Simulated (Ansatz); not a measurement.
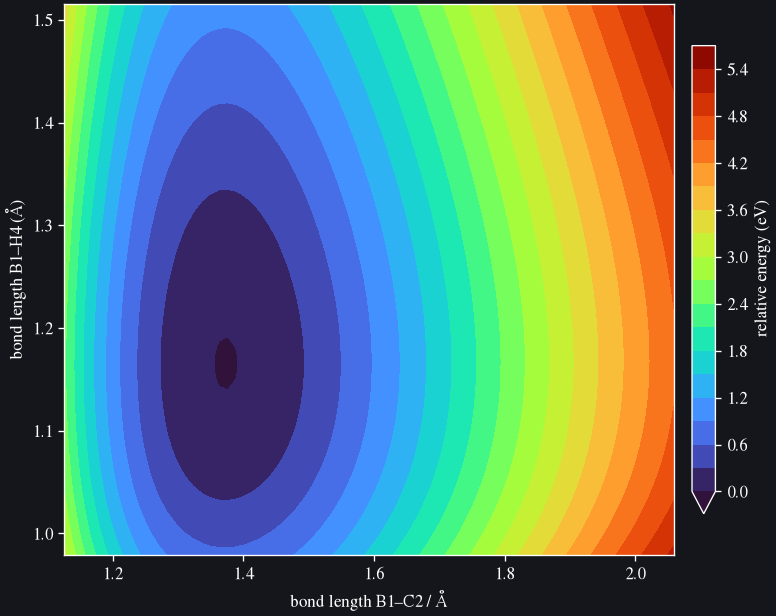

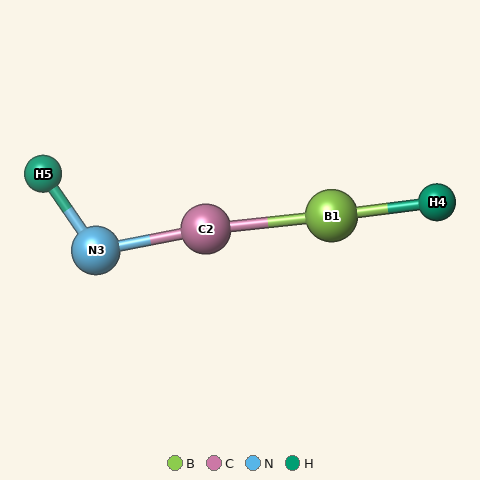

Energy landscape of CH₂BN, SMILES B=C=N. 
- Coordinates scanned: (1) bond length B1–C2; (2) bond length B1–H4.
- Nothing is relaxed (all other coordinates rigid).
- Grid: 15 × 15 points.
- Energies are in eV, from the lowest grid point.
- The reference is spin-restricted, which grows unreliable where a bond is stretched far.
- Computed with RKS CAM-B3LYP-D4/def2-TZVP (Ansatz).

In the figure: filled contours. Between grid points the surface is interpolated. The second picture is the structure at the lowest point.

Q: Where are the wells?

A: The lowest grid point is at bond length B1–C2 = 1.392 Å, bond length B1–H4 = 1.170 Å. It is the only kind of minimum in the scanned range. The highest grid point, bond length B1–C2 = 2.059 Å, bond length B1–H4 = 1.515 Å, lies 5.44 eV above the lowest. Round the minimum the two coordinates are nearly uncoupled.

The input of one point:

```yaml
crystal:
  periodic: [false, false, false]
  atoms:
    - { symbol: B, position_ang: [-0.727642, 0.57561, -0.743565] }
    - { symbol: C, position_ang: [0.035094, -0.235444, 0.091952] }
    - { symbol: "N", position_ang: [0.649294, -1.034885, 0.80447] }
    - { symbol: H, position_ang: [-1.355375, 1.275288, -1.440201] }
    - { symbol: H, position_ang: [1.427527, -0.61116, 1.318962] }
basis:
  gaussian: { orbitals: def2-TZVP }
hamiltonian:
  xc: { name: CAM-B3LYP }
  dispersion: d4
output:
  forces: true
```

Each point was launched as `ansatz run input.yaml --threads 1 --pin off --max-ram 2560MiB --backend cpu --events-out ev --progress --plain --runs-dir out`. Time for the 225 points that were run: 9.8 min on 1 thread of Intel(R) Xeon(R) Platinum 8375C CPU @ 2.90GHz (Ice Lake) (shared host).
